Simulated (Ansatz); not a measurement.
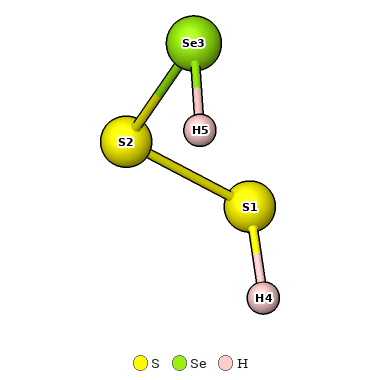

The system is H2S2Se, SMILES SS[SeH]; the picture shows the reference structure. The first coordinate is: dihedral H4–S1–S2–Se3; the second: dihedral S1–S2–Se3–H5. Nothing is relaxed (all other coordinates rigid). The grid has 8 × 8 points; 34 points were computed and 30 follow by symmetry. Points are written as (first, second). Energies: eV, counted from the lowest grid point. Computed with RKS r2SCAN-D4/def2-TZVP in Ansatz.

Its coordinates:

```csv
atom,x (Å),y (Å),z (Å)
S,-1.7605,-0.2323,0.3523
S,0.0565,-1.1663,0.1801
Se,1.6399,0.2293,0.8314
H,-1.8158,0.3305,-0.8735
H,1.8799,0.8388,-0.4903
```

Range: dihedral H4–S1–S2–Se3 from −180 to 135°; dihedral S1–S2–Se3–H5 from −180 to 135°.

What will the energy surface look like?

The lowest grid point is at (−90°, 90°); the map holds 4 wells of about this depth. The highest grid point, (−180°, −180°), lies 1.01 eV above the lowest. On the interpolated surface the easiest way out of the lowest well to a well of about the same depth near (−90°, −90°) passes a barrier of about 0.38 eV. Round the minimum the two coordinates are nearly uncoupled.

```tsv
dihedral S1–S2–Se3–H5 ↓, dihedral H4–S1–S2–Se3 →	−180	−135	−90	−45	0	45	90	135
135	0.73	0.42	0.18	0.39	0.69	0.39	0.19	0.47
90	0.47	0.21	0.00	0.21	0.45	0.19	0.00	0.22
45	0.65	0.41	0.18	0.39	0.65	0.33	0.15	0.39
0	0.92	0.64	0.38	0.60	0.96	0.60	0.38	0.64
−45	0.65	0.39	0.15	0.33	0.65	0.39	0.18	0.41
−90	0.47	0.22	0.00	0.19	0.45	0.21	0.00	0.21
−135	0.73	0.47	0.19	0.39	0.69	0.39	0.18	0.42
−180	1.01	0.68	0.38	0.59	0.92	0.59	0.38	0.68
```

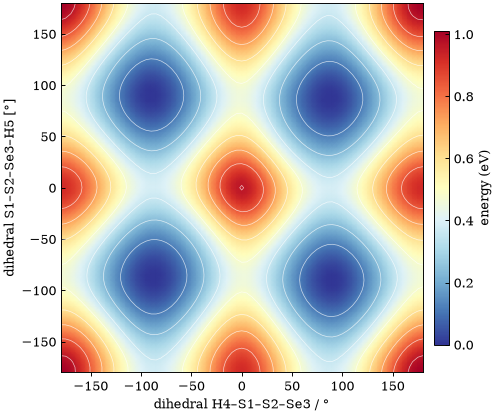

Drawn: a smooth colour map with a few white contour lines. Between grid points the surface is interpolated.

Each point was launched as `ansatz run input.yaml --threads 1 --pin off --max-ram 2048MiB --backend cpu --events-out ev --progress --plain --runs-dir out`. Time for the 34 points that were run: 4.9 min on 1 thread of Intel(R) Xeon(R) Platinum 8488C (Sapphire Rapids), with other jobs on the host.
